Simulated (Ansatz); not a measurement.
Consider C$_{2}$H$_{7}$GeIn.

```xyz
11

C    -1.6603    1.0660   -0.4655
C    -0.3882    1.4184   -0.6645
In    0.6258    0.5421   -2.4593
Ge    1.1712   -1.3989    0.8809
H    -2.1778    0.3608   -1.1204
H    -2.2754    1.4466    0.3512
H     0.0337    2.1320    0.0477
H     1.5901   -1.2072   -0.5958
H     1.3859   -0.0888    1.6439
H     2.0593   -2.5035    1.4764
H    -0.2988   -1.8243    0.9257
```

Geometry: PBE0-D4/def2-TZVP; core potentials replace the inner electrons of In; at this geometry the atoms fall into two loosely joined parts.

Computed with RKS PBE0-D4/def2-TZVPP (Ansatz 0.2.0).

What can the converged electron density and electron localisation function tell about the bonding?

C–C (1.33 Å): ρ is about 2.4 e/Å³ halfway; the ELF peaks at about 0.95 between the atoms; a short, multiple covalent bond.
C–In (2.24 Å): ρ at the midpoint is about 0.58 e/Å³; the ELF peaks at about 0.95 in the valence shell of C, 0.7 Å from its nucleus, and drops to about 0.20 between the two atoms.
C–H (1.09 Å): ρ is about 2 e/Å³ halfway; the ELF climbs to about 1 towards the hydrogen, as it does in any bond to H; an ordinary covalent bond to hydrogen.

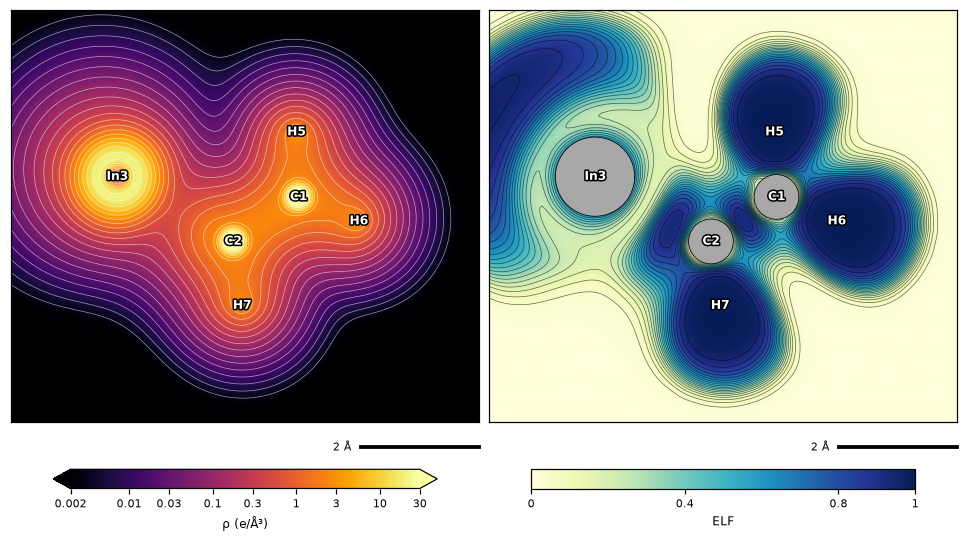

Computed electron density and electron localisation function on the plane of atoms C2, C1 and H6, in this order. Grey discs cover the atomic cores in the ELF map. 
